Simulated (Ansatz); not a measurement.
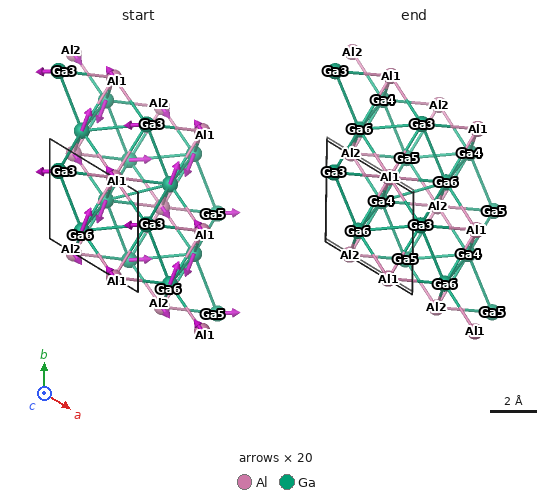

The structure of solid AlGa₂ (a generated structure, set up in P-1) before (left) and after (right) a relaxation, at one scale. The purple arrows give the displacements (the part carried along by the change of the cell is left out), 20 times their true length.

A ball-and-stick model of the cell of the calculation, repeated 2 × 2 × 1 with one cell outlined, seen along the c axis.

Theory: DFT PBE, scalar-relativistic, plane waves, PAW in Ansatz 0.2.0.

The input:
```yaml
crystal:
  lattice:
    - [4.4989759212, 0.0, 0.0]
    - [-2.2433252323, 3.9283940438, 0.0]
    - [-0.1267135414, -2.2877721347, 6.8582791441]
  atoms:
    - { symbol: Al, position: [0.7284223018, 0.0027312741, 0.7489975325] }
    - { symbol: Al, position: [0.2715776982, 0.9972687259, 0.2510024675] }
    - { symbol: Ga, position: [0.0988213129, 0.730932441, 0.8608560476] }
    - { symbol: Ga, position: [0.6365956749, 0.7249563102, 0.3604999541] }
    - { symbol: Ga, position: [0.9011786871, 0.269067559, 0.1391439524] }
    - { symbol: Ga, position: [0.3634043251, 0.2750436898, 0.6395000459] }
basis:
  ecutwfc: 420
kpoints:
  mp_grid: { grid: [10, 10, 6] }
hamiltonian:
  xc: pbe
scf:
  occupations: { method: gaussian, width: 0.1 }
output:
  forces: true
  stress: true
  eigenvalues: true
relax:
  adjacent_minimum: "off"
  f_tol: 0.01
  max_steps: 80
  cell: { stress_tol: 0.05 }
```

Command:
```bash
ansatz run input.yaml --threads 1 --pin off --max-ram 2048MiB --backend cpu --events-out ev --progress --plain --runs-dir out
```

What changed between the two?

The run was cut off at its time limit before the relaxation converged, so the last structure is only a point on the way. The largest moves relative to the cell, 0.056 Å, are those of Ga4 and Ga6. Ga4 goes along [−1 −3 −1]. Largest moves by element: Ga 0.056 Å, Al 0.032 Å. Cell: a 4.499 → 4.432 Å (−1.5 %), b 4.524 → 4.602 Å (+1.7 %), c 7.231 → 7.198 Å (−0.5 %), α 105.4° → 107.2°, β 91.0° → 90.2°, γ 119.7° → 119.1°. Volume −0.5 %. Some distances before and after: Ga3–Ga6 3.009 → 2.902 Å, Ga3–Ga6 (another image) 3.049 → 3.149 Å, Ga3–Ga6 (another image) 2.996 → 2.925 Å, Ga3–Ga5 3.108 → 3.166 Å. Bond angles that change, for instance: Al2–Ga3–Ga6 119.6° → 116.4°, Al2–Ga4–Al2 113.2° → 116.1°, Al1–Ga3–Al1 112.3° → 115.0°. The space group stays P-1 (No. 2). After 3 geometry steps the energy has fallen by 10.9 meV per cell of the calculation. The largest force component goes from 0.038 to 0.022 eV/Å. The pressure goes from −0.11 to 0.04 GPa. The run took 4.4 min on 1 thread of Intel(R) Xeon(R) Platinum 8488C (Sapphire Rapids), with other jobs on the host, peak memory 1.1 GiB.
